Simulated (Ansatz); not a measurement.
**The perfect Fe wire along [100], 9 atoms a period**

What gap, if any, does the Fe wire along [100], 9 atoms a period have, and how many channels would it open?

Calculated with Ansatz 0.2.0; DFT PBE, plane waves, PAW; relaxation of a wire's period; PAW set soft_1, in the first sound run; inputs show where later runs differ.

### Step 1. Set-up

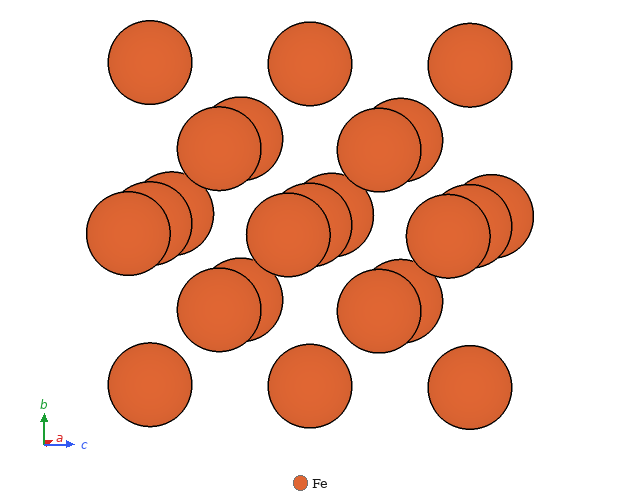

The cell as given, from the side, with the c axis across the page (iron orange). 1×1×2 cells are drawn. Some periodic images of atoms are drawn too.

The cell holds 9 atoms: 9 Fe. Cell: a = 12.460 Å, b = 12.460 Å, c = 2.830 Å, α = 90.0°, β = 90.0°, γ = 90.0°. Vacuum lies along a and b. The structure's axis is c.

### Step 2. Relaxation of atoms and period

Band widths follow the bond lengths, so the wire is relaxed first. The atoms and the third cell vector are free; the box across stays fixed as vacuum. Moments are seeded so that a magnetic state can form if it lies lower. A Fermi-Dirac smearing is set since the result may be a metal. The pressure printed is a third of the stress's trace over the whole box, vacuum included; only the stress along the axis is relaxed.

File input.yaml:

```yaml
crystal:
  lattice:
    - [12.46, 0.0, 0.0]
    - [0.0, 12.46, 0.0]
    - [0.0, 0.0, 2.83]
  atoms:
    - { symbol: Fe, position: [0.272873194, 0.5, 0.0], spin: 2.4 }
    - { symbol: Fe, position: [0.5, 0.272873194, 0.0], spin: 2.4 }
    - { symbol: Fe, position: [0.5, 0.5, 0.0], spin: 2.4 }
    - { symbol: Fe, position: [0.5, 0.727126806, 0.0], spin: 2.4 }
    - { symbol: Fe, position: [0.727126806, 0.5, 0.0], spin: 2.4 }
    - { symbol: Fe, position: [0.386436597, 0.386436597, 0.5], spin: 2.4 }
    - { symbol: Fe, position: [0.386436597, 0.613563403, 0.5], spin: 2.4 }
    - { symbol: Fe, position: [0.613563403, 0.386436597, 0.5], spin: 2.4 }
    - { symbol: Fe, position: [0.613563403, 0.613563403, 0.5], spin: 2.4 }
magnetization:
  spin_polarized: true
kpoints:
  mp_grid: { grid: [1, 1, 29] }
scf:
  occupations: { method: fermi_dirac, width: 0.05 }
hamiltonian:
  xc: pbe
  pseudopotentials: { kind: paw, azcp: { folder: soft_1 } }
relax:
  cell: { fix: [a, b, alpha, beta, gamma] }
  max_steps: 45
  f_tol: 0.03
```

On the command line:

```console
$ ansatz run input.yaml --threads 4 --pin off --max-ram 16384MiB --backend cpu --events-out ev --progress --plain --runs-dir out
```

Numbers of over 12 decimals in the logs are rounded to 6 here.

The log of the run:

```text
Engine: ansatz 0.2.0, aarch64-unknown-linux-gnu
Pseudopotentials: kind: paw
Pseudopotential: Fe, paw, valence charge 16, recommended cutoff 420 eV (normal), soft_1/Fe.paw.azcp
Functional definition: PBE
  parameter kappa = 0.804
  parameter beta = 0.066725
  exchange = pbe_x(kappa = kappa, mu = beta*pi^2/3)
  correlation = pbe_c(beta = beta)
Crystal: 9 atoms, lattice volume = 439.362 Å³
Basis set: ecut = 420 eV, 8569 PW (Γ), exchange–correlation on 180×180×40 points (8 copies of the dense FFT grid, shifted against one another)
Bands: 100, of which v1, the nominal top of the filled ones, is band 72 counted from 1 (71 counted from 0)
Symmetry: 16 space group operations
Space group: P4/mmm (ITA 123), of the structure as read, at distance tolerance 7.6e-5 Å
Magnetic group: BNS 123.339 (UNI 999), of the structure as read, at distance tolerance 7.6e-5 Å
k-points: 15 of 29
Non-local potential: Fe, projectors of the file, l = 0: 3, l = 1: 2, l = 2: 3, l = 3: 1
PAW form: soft (Blöchl's): semilocal exchange-correlation on the pseudo side does not see the compensation charge
PAW one-centre angular grid: Fe, 590 points (default); XC on 64 Gauss nodes
Initial density: superposition of atomic densities (neutral atoms: chi_scale 0, normalization atom)
Starting moments: Σ|m| = 21.6 μB on 9 of 9 sites
Initial wavefunctions: pseudopotential atomic-orbital guess
Functional: x = pbe(κ = 0.804, μ = 0.219515), c = pbe(β = 0.066725)
SCF iter   1: F=—  HF=-40311.017109 eV  |F-HF|=—  |Δ(HF+E_count)|=         —  Δρ=3.53e-2 (↑2.07e-2 ↓3.53e-2)  dr2=2.64e1  dr2_m=2.33e0  M=22.976 μB ∫|m|=23.145 μB  β_m=0.30  ethr=3.10e-3  ⟨swp⟩=8.4  Hψ=14296  notcnv=0  defer=97
Mixer restart at iter 1: flushing history
preconditioner: auto → LDOS  [metal: Δε(μ)=0.002 eV  Ē_g=5.408 eV  σ=0.050 eV  W_gap=0.01  n_scr=70 (ndim 8)  ℏωp=15.0 eV  f_vac=0.612  D(μ)=12.72/eV (n_scr^D=78)]
spin=Collinear: LDOS preconditioning applied to the charge; magnetization (m = ρ↑ − ρ↓) channel mixes plain (no charge-response kernel on spin).
SCF iter   2: F=—  HF=-40308.667634 eV  |F-HF|=—  |Δ(HF+E_count)|=    2.35e0  Δρ=2.80e-2 (↑2.80e-2 ↓2.19e-2)  dr2=5.30e0  dr2_m=2.14e0  M=23.982 μB ∫|m|=24.238 μB  β_m=0.41  ethr=3.10e-3  ⟨swp⟩=3.0  Hψ=5267  notcnv=0  defer=326
SCF iter   3: F=—  HF=-40312.857590 eV  |F-HF|=—  |Δ(HF+E_count)|=    4.19e0  Δρ=1.63e-2 (↑1.12e-2 ↓1.63e-2)  dr2=3.41e-1  dr2_m=7.14e-1  M=24.619 μB ∫|m|=25.028 μB  β_m=0.48  ethr=3.10e-3  ⟨swp⟩=2.9  Hψ=5268  notcnv=0  defer=323
SCF iter   4: F=—  HF=-40314.150883 eV  |F-HF|=—  |Δ(HF+E_count)|=    1.29e0  Δρ=1.16e-2 (↑1.16e-2 ↓7.62e-3)  dr2=1.08e-1  dr2_m=3.58e-1  M=25.341 μB ∫|m|=25.905 μB  β_m=0.74  ethr=2.37e-4  ⟨swp⟩=3.0  Hψ=4750  notcnv=0  defer=323
SCF iter   5: F=—  HF=-40314.704803 eV  |F-HF|=—  |Δ(HF+E_count)|=         —  Δρ=2.82e-3 (↑2.82e-3 ↓2.74e-3)  dr2=1.05e-1  dr2_m=1.06e-3  M=25.788 μB ∫|m|=26.615 μB  β_m=0.74  ethr=7.51e-5  ⟨swp⟩=3.2  Hψ=6544  notcnv=0  defer=306
SCF iter   6: F=—  HF=-40314.738025 eV  |F-HF|=—  |Δ(HF+E_count)|=   3.32e-2  Δρ=2.92e-3 (↑2.92e-3 ↓2.01e-3)  dr2=7.06e-2  dr2_m=1.55e-3  M=25.786 μB ∫|m|=26.617 μB  β_m=0.57  ethr=7.27e-5  ⟨swp⟩=2.4  Hψ=5804  notcnv=0  defer=306
SCF iter   7: F=—  HF=-40314.718234 eV  |F-HF|=—  |Δ(HF+E_count)|=   1.98e-2  Δρ=1.21e-3 (↑1.21e-3 ↓7.06e-4)  dr2=9.73e-3  dr2_m=6.78e-4  M=25.805 μB ∫|m|=26.641 μB  β_m=0.76  ethr=4.90e-5  ⟨swp⟩=2.1  Hψ=4606  notcnv=0  defer=306
SCF iter   8: F=—  HF=-40314.715758 eV  |F-HF|=—  |Δ(HF+E_count)|=   2.48e-3  Δρ=3.51e-4 (↑3.51e-4 ↓2.84e-4)  dr2=1.23e-3  dr2_m=3.85e-5  M=25.819 μB ∫|m|=26.665 μB  β_m=0.73  ethr=6.75e-6  ⟨swp⟩=2.0  Hψ=4569  notcnv=0  defer=306
SCF iter   9: F=—  HF=-40314.715724 eV  |F-HF|=—  |Δ(HF+E_count)|=   3.38e-5  Δρ=1.43e-4 (↑1.43e-4 ↓1.06e-4)  dr2=1.01e-4  dr2_m=4.06e-5  M=25.825 μB ∫|m|=26.675 μB  β_m=0.70  ethr=8.54e-7  ⟨swp⟩=2.0  Hψ=4606  notcnv=0  defer=306
SCF iter  10: F=—  HF=-40314.715725 eV  |F-HF|=—  |Δ(HF+E_count)|=   4.82e-7  Δρ=4.53e-5 (↑4.10e-5 ↓4.53e-5)  dr2=1.50e-5  dr2_m=3.49e-6  M=25.825 μB ∫|m|=26.674 μB  β_m=0.75  ethr=7.01e-8  ⟨swp⟩=2.1  Hψ=4351  notcnv=0  defer=306
SCF iter  11: F=—  HF=-40314.715715 eV  |F-HF|=—  |Δ(HF+E_count)|=   1.01e-5  Δρ=2.05e-5 (↑8.41e-6 ↓2.05e-5)  dr2=1.98e-6  dr2_m=5.58e-7  M=25.825 μB ∫|m|=26.673 μB  β_m=0.75  ethr=1.04e-8  ⟨swp⟩=2.1  Hψ=4818  notcnv=0  defer=306
SCF iter  12: F=—  HF=-40314.715715 eV  |F-HF|=—  |Δ(HF+E_count)|=   4.30e-7  Δρ=1.04e-5 (↑1.04e-5 ↓4.79e-6)  dr2=5.94e-7  dr2_m=1.43e-7  M=25.825 μB ∫|m|=26.673 μB  β_m=0.66  ethr=1.37e-9  ⟨swp⟩=2.9  Hψ=4968  notcnv=0  defer=306
SCF iter  13: F=—  HF=-40314.715715 eV  |F-HF|=—  |Δ(HF+E_count)|=   6.35e-8  Δρ=4.65e-6 (↑4.65e-6 ↓4.58e-6)  dr2=2.39e-7  dr2_m=1.41e-8  M=25.825 μB ∫|m|=26.673 μB  β_m=0.60  ethr=4.12e-10  ⟨swp⟩=2.8  Hψ=5243  notcnv=0  defer=306
SCF iter  14: F=—  HF=-40314.715715 eV  |F-HF|=—  |Δ(HF+E_count)|=   1.11e-7  Δρ=1.51e-6 (↑1.44e-6 ↓1.51e-6)  dr2=1.48e-8  dr2_m=5.15e-9  M=25.825 μB ∫|m|=26.673 μB  β_m=0.69  ethr=1.66e-10  ⟨swp⟩=2.8  Hψ=5160  notcnv=0  defer=306
SCF iter  15: F=-40314.715715 eV  HF=-40314.715715 eV  |F-HF|=3.10e-9  |Δ(HF+E_count)|=   2.66e-9  Δρ=8.78e-7 (↑2.62e-7 ↓8.78e-7)  dr2=4.04e-9  dr2_m=7.49e-10  M=25.825 μB ∫|m|=26.673 μB  ethr=1.03e-11  ⟨swp⟩=1.9  Hψ=9048  notcnv=0
SCF 1 converged in 15 iterations: F = -40314.715715 eV  dr2 = 4.04e-9
  greatest PAW one-centre occupation: 1.001 electrons in one spin orbital (limit 2), on the Fe atom at site 4 (counted from 0), in its partial waves of l = 1
relax step   1: F+E_penalty+E_count = -40314.71571513 eV  Δ(F+E_penalty+E_count) = +0.000e0 eV  max|allowed force component| = 2.413e-1 eV/Å  Δτ_max = 0.0000 Å  P = -1.294 GPa  Ω = 439.362 Å³  fix = [a, b, alpha, beta, gamma]  reactions: a -0.533, b -0.533 GPa  (15 SCF iters, dr2 threshold 1.00e-7 eV, accepted)
Crystal: 9 atoms, lattice volume = 424.276 Å³
Basis set: ecut = 420 eV, 8361 PW (Γ), exchange–correlation on 180×180×40 points (8 copies of the dense FFT grid, shifted against one another)
Initial density: handed on by an earlier stage of this run
Starting moments: Σ|m| = 21.6 μB on 9 of 9 sites; this step starts from the density that it was given
Initial wavefunctions: those handed on with the density
iter 1 solved again at ethr=2.87e-5 eV; its pass at ethr=3.10e-3 eV (dr2=4.13e-2 eV) is discarded
SCF iter   1: F=—  HF=-40314.908317 eV  |F-HF|=—  |Δ(HF+E_count)|=         —  Δρ=2.45e-3 (↑2.32e-3 ↓2.45e-3)  dr2=4.45e-2  dr2_m=1.07e-2  M=25.629 μB ∫|m|=26.420 μB  β_m=0.30  ethr=2.87e-5  ⟨swp⟩=3.8  Hψ=15755  notcnv=0
[...]
relax step   4: F+E_penalty+E_count = -40314.96337566 eV  Δ(F+E_penalty+E_count) = -9.021e-3 eV  max|allowed force component| = 1.808e-2 eV/Å  Δτ_max = 0.0189 Å  P = -0.059 GPa  Ω = 412.171 Å³  energy of the carried Pulay correction = +8.601e-3 eV  fix = [a, b, alpha, beta, gamma]  reactions: a -0.090, b -0.090 GPa  (9 SCF iters, dr2 threshold 5.11e-7 eV, accepted)
Basis set: ecut = 420 eV, 8145 PW (Γ), exchange–correlation on 180×180×36 points (8 copies of the dense FFT grid, shifted against one another)
Initial wavefunctions: pseudopotential atomic-orbital guess (no wavefunctions were taken with the density)
iter 1 solved again at ethr=2.45e-6 eV; its pass at ethr=3.10e-3 eV (dr2=3.53e-3 eV) is discarded
SCF iter   1: F=—  HF=-40314.953938 eV  |F-HF|=—  |Δ(HF+E_count)|=         —  Δρ=1.33e-4 (↑1.08e-4 ↓1.33e-4)  dr2=1.93e-4  dr2_m=1.99e-6  M=25.425 μB ∫|m|=26.230 μB  β_m=0.65  ethr=2.45e-6  ⟨swp⟩=3.7  Hψ=20880  notcnv=0  defer=1
preconditioner: auto → LDOS  [metal: Δε(μ)=0.046 eV  Ē_g=5.295 eV  σ=0.050 eV  W_gap=0.22  n_scr=28 (ndim 8)  ℏωp=15.5 eV  f_vac=0.627  D(μ)=7.33/eV (n_scr^D=36)]
spin=Collinear: LDOS preconditioning applied to the charge; magnetization (m = ρ↑ − ρ↓) channel mixes plain (no charge-response kernel on spin).
SCF iter   2: F=—  HF=-40314.954408 eV  |F-HF|=—  |Δ(HF+E_count)|=   4.70e-4  Δρ=4.16e-5 (↑4.16e-5 ↓3.79e-5)  dr2=5.85e-5  dr2_m=2.48e-7  M=25.424 μB ∫|m|=26.229 μB  β_m=0.59  ethr=1.34e-7  ⟨swp⟩=2.0  Hψ=4006  notcnv=0  defer=1
SCF iter   3: F=—  HF=-40314.954427 eV  |F-HF|=—  |Δ(HF+E_count)|=   1.87e-5  Δρ=3.22e-5 (↑3.22e-5 ↓1.61e-5)  dr2=6.13e-6  dr2_m=8.92e-7  M=25.422 μB ∫|m|=26.227 μB  β_m=0.56  ethr=4.06e-8  ⟨swp⟩=2.0  Hψ=3997  notcnv=0  defer=1
SCF iter   4: F=—  HF=-40314.954431 eV  |F-HF|=—  |Δ(HF+E_count)|=   4.13e-6  Δρ=1.48e-5 (↑1.28e-5 ↓1.48e-5)  dr2=4.48e-6  dr2_m=2.51e-7  M=25.422 μB ∫|m|=26.227 μB  β_m=0.54  ethr=4.26e-9  ⟨swp⟩=2.5  Hψ=5152  notcnv=0  defer=1
SCF iter   5: F=—  HF=-40314.954434 eV  |F-HF|=—  |Δ(HF+E_count)|=   3.21e-6  Δρ=9.45e-6 (↑9.45e-6 ↓3.37e-6)  dr2=5.01e-7  dr2_m=9.08e-8  M=25.422 μB ∫|m|=26.226 μB  β_m=0.52  ethr=3.11e-9  ⟨swp⟩=2.2  Hψ=4441  notcnv=0  defer=1
SCF iter   6: F=—  HF=-40314.954434 eV  |F-HF|=—  |Δ(HF+E_count)|=   1.95e-7  Δρ=2.50e-6 (↑1.46e-6 ↓2.50e-6)  dr2=4.38e-8  dr2_m=7.90e-9  M=25.421 μB ∫|m|=26.226 μB  β_m=0.57  ethr=3.48e-10  ⟨swp⟩=2.0  Hψ=4015  notcnv=0  defer=1
SCF iter   7: F=—  HF=-40314.954434 eV  |F-HF|=—  |Δ(HF+E_count)|=   3.60e-8  Δρ=9.93e-7 (↑7.69e-7 ↓9.93e-7)  dr2=6.17e-9  dr2_m=1.79e-9  M=25.421 μB ∫|m|=26.226 μB  β_m=0.62  ethr=3.04e-11  ⟨swp⟩=2.3  Hψ=4157  notcnv=0  defer=1
SCF iter   8: F=—  HF=-40314.954433 eV  |F-HF|=—  |Δ(HF+E_count)|=   1.17e-6  Δρ=4.85e-7 (↑4.85e-7 ↓4.31e-7)  dr2=1.54e-9  dr2_m=4.31e-10  M=25.421 μB ∫|m|=26.226 μB  β_m=0.62  ethr=4.28e-12  ⟨swp⟩=3.7  Hψ=5887  notcnv=0  defer=1
SCF iter   9: F=—  HF=-40314.954433 eV  |F-HF|=—  |Δ(HF+E_count)|=   1.65e-9  Δρ=2.06e-7 (↑1.50e-7 ↓2.06e-7)  dr2=1.69e-10  dr2_m=7.38e-11  M=25.421 μB ∫|m|=26.226 μB  β_m=0.78  ethr=1.07e-12  ⟨swp⟩=2.5  Hψ=4316  notcnv=0  defer=1
SCF iter  10: F=—  HF=-40314.954433 eV  |F-HF|=—  |Δ(HF+E_count)|=   1.11e-9  Δρ=5.55e-8 (↑4.82e-8 ↓5.55e-8)  dr2=3.26e-11  dr2_m=1.97e-12  M=25.421 μB ∫|m|=26.226 μB  β_m=0.75  ethr=1.00e-12  ⟨swp⟩=2.3  Hψ=4109  notcnv=0  defer=1
SCF iter  11: F=-40314.954433 eV  HF=-40314.954433 eV  |F-HF|=1.38e-10  |Δ(HF+E_count)|=  2.98e-10  Δρ=4.60e-8 (↑4.60e-8 ↓3.31e-8)  dr2=4.92e-12  dr2_m=4.76e-12  M=25.421 μB ∫|m|=26.226 μB  ethr=1.00e-12  ⟨swp⟩=3.5  Hψ=10474  notcnv=0
SCF 5 converged in 11 iterations: F = -40314.954433 eV  dr2 = 4.92e-12
relax step   5: F+E_penalty+E_count = -40314.95443302 eV  Δ(F+E_penalty+E_count) = +8.943e-3 eV  max|allowed force component| = 1.673e-2 eV/Å  Δτ_max = 0.0000 Å  P = -0.053 GPa  Ω = 412.171 Å³  fix = [a, b, alpha, beta, gamma]  reactions: a -0.082, b -0.082 GPa  stress off target by 6.45e-3 GPa on what of the cell is left free  SCF on the basis re-selected at this cell (its energy is not comparable with the rows above)  (11 SCF iters)
basis re-selected at this cell: Δ(F+E_penalty+E_count) = +8.943e-3 eV, ΔP = +0.007 GPa vs the last step (what re-selecting the basis moved, of the pressure what is left beyond the Pulay correction that the steps carried, after the strain that the cell walked since its last selection, with what the two solves' SCF thresholds leave and, on support functions, any second-order correction that the steps lacked; it is no measure of the basis error at this ecutwfc). The dense FFT grid was sized anew with the basis: this SCF ran on 90×90×18 points, the steps before it on 90×90×20, so part of this shift can come from that change (see relax.cell in the input reference). [rest of the remark cut]
SCF converged after 11 iterations
Magnetization: 25.4214 μB (84.7107 up, 59.2893 down)
Absolute magnetization: 26.2281 μB (∫|ρ↑−ρ↓|, with the PAW one-centre terms)
Spin contamination: 0.4081 ħ² per cell (⟨S²⟩ above its minimum at these occupations)
Per-site moments (μB) at R_I (Å): [(2.819288, 1.001480), (2.819288, 1.001480), (2.594231, 1.007573), (2.819288, 1.001480), (2.819288, 1.001480), (2.659601, 1.001480), (2.659601, 1.001480), (2.659601, 1.001480), (2.659601, 1.001480)]
Free energy (F): -40314.954433 eV
Harris-Foulkes:  -40314.954433 eV  (|F-HF|=1.38e-10)
Internal energy: -40314.892115 eV  (E = F + TS)
E sigma→0 (E₀):  -40314.923274 eV
Entropy (-TS):   -0.062318 eV (-6.924 meV/atom)
Fermi energy:    1.609737 eV
--- Per-component energies (eV) ---
  E_band       = -4344.338747
  E_kinetic    = 2960.253408
  E_local      = -101289.039256  (includes V_loc(G=0)·N_el)
  E_nonlocal   = 2639.772271
  E_hartree    = 47784.336751
  E_xc         = -979.778400
  E_vxc        = -1257.083932  (∫ρ·V_xc dr)
  E_paw        = -12461.247295  (= ΣΔE_a)
  E_vpaw       = -2966.905802  (= ΣTr[D̂ρ^β])
  E_aug_tail   = -0.008760  (compensation charges beyond the density's cutoff)
  E_ewald      = 21030.819166
  E_smearing   = -0.062318  (= −TS)
  E_closure    = 0.000000  (closes the sum)
  Σ components = -40314.954433   (vs F -40314.954433, Δ=0.00e0)
--- Forces (eV/Å), atoms counted from 1 ---
  atom   1  Fe     0.01673110    -0.00000000    -0.00000000
  atom   2  Fe    -0.00000000     0.01673110    -0.00000000
  atom   3  Fe     0.00000000     0.00000000     0.00000000
  atom   4  Fe     0.00000000    -0.01673110     0.00000000
  atom   5  Fe    -0.01673110     0.00000000     0.00000000
  atom   6  Fe    -0.00170982    -0.00170982     0.00000000
  atom   7  Fe    -0.00170982     0.00170982     0.00000000
  atom   8  Fe     0.00170982    -0.00170982    -0.00000000
  atom   9  Fe     0.00170982     0.00170982    -0.00000000
  max |Σ_I F_I| component: 3.25e-18 eV/Å
--- Stress (GPa, compression-positive) ---
       -0.082112       0.000000       0.000000
        0.000000      -0.082112       0.000000
        0.000000       0.000000       0.006454
  P = ⅓ Tr σ = -0.0526 GPa (-0.526 kbar)
--- Relaxed structure (4 steps of the walk, 4 accepted, 1 SCFs on fresh bases) ---
  F+E_penalty+E_count = -40314.95443302 eV   max|allowed force component| = 1.673e-2 eV/Å   (the final SCF, on the basis selected at the relaxed cell)
  cell:  # Å, volume = 412.1706 Å³
    - [12.46, 0, 0]
    - [0, 12.46, 0]
    - [0, 0, 2.654856]
  atoms:
    - { symbol: Fe, position: [0.269285, 0.5, 0] }
    - { symbol: Fe, position: [0.5, 0.269285, 0] }
    - { symbol: Fe, position: [0.5, 0.5, 0] }
    - { symbol: Fe, position: [0.5, 0.730715, 0] }
    - { symbol: Fe, position: [0.730715, 0.5, 0] }
    - { symbol: Fe, position: [0.383638, 0.383638, 0.500000] }
    - { symbol: Fe, position: [0.383638, 0.616362, 0.500000] }
    - { symbol: Fe, position: [0.616362, 0.383638, 0.500000] }
    - { symbol: Fe, position: [0.616362, 0.616362, 0.500000] }
```

Elapsed: 3.1 min, on 4 threads of Arm Neoverse V1, shared host; peak memory 1.8 GiB; 12 min of CPU time.

[end of part 1 of 2]

[Logs are printed without paths, hosts, clocks, repeated set-up lines and the standing remarks that a program may print on its own settings, such as how far it seeks lower states.]

[Hosts, paths, dates, database ids (printed as entryN), source tags and the programs' standing remarks are cut or masked in the printed files.]
